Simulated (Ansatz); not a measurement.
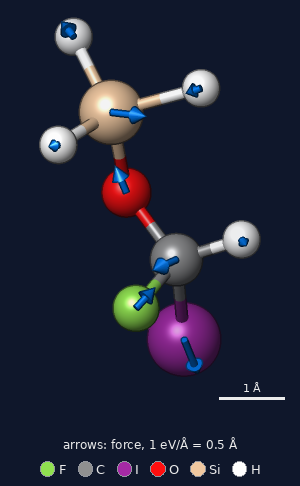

Starting geometry of CH4FIOSi (coarse preliminary run) with the computed forces as blue arrows. A ball-and-stick model, seen from a free direction.

The start comes from a force field.

Method: Ansatz 0.2.0, RKS PBE-D4/def2-SVP.

Input
```yaml
crystal:
  periodic: [false, false, false]
  atoms:
    - {symbol: F, position_ang: [1.431600, -1.209900, 0.479500]}
    - {symbol: C, position_ang: [1.230400, 0.075300, -0.063100]}
    - {symbol: I, position_ang: [2.790100, 0.408900, -1.418900]}
    - {symbol: O, position_ang: [0.101000, 0.114400, -0.801600]}
    - {symbol: Si, position_ang: [-1.379600, -0.056300, 0.042300]}
    - {symbol: H, position_ang: [1.241800, 0.831500, 0.748600]}
    - {symbol: H, position_ang: [-1.498800, -1.431200, 0.569700]}
    - {symbol: H, position_ang: [-2.491800, 0.309000, -0.818600]}
    - {symbol: H, position_ang: [-1.336300, 0.912000, 1.245000]}
basis:
  gaussian: {orbitals: def2-SVP}
hamiltonian: {xc: pbe, dispersion: d4}
relax: {f_tol: 0.03, max_steps: 200}
```

Run as
```bash
ansatz run in.yaml --threads 4 --pin off --events-out ev --progress --plain --max-ram 10444MiB
```

Question: What follows when this structure is relaxed?

Answer: It isn't relaxed: the largest force vector, on I3, is 1.71 eV/Å. The final displacements have little in common with the starting forces (cosine between the two patterns −0.09). I3 moves most after the best rigid fit: 1.48 Å. By element the largest moves are I 1.48 Å, H 1.19 Å, F 1.14 Å, O 0.94 Å, C 0.36 Å, Si 0.09 Å. Some distances before and after: C2–I3 2.093 → 2.274 Å, Si5–H9 1.545 → 1.499 Å, F1–C2 1.409 → 1.365 Å, Si5–H8 1.453 → 1.494 Å. Bond angles that change, for instance: C2–O4–Si5 116.8° → 124.7°, I3–C2–H6 111.0° → 103.3°, I3–C2–O4 105.3° → 112.1°. Groups turn about C2–O4 by about 105°, O4–Si5 by about 30°. After 20 accepted moves (21 points after the start) the energy has fallen by 9.34 kcal/mol. Largest force component: 1.4 eV/Å at the start, 0.013 eV/Å at the end. The line search rejected the trial step at point 10 of the run.
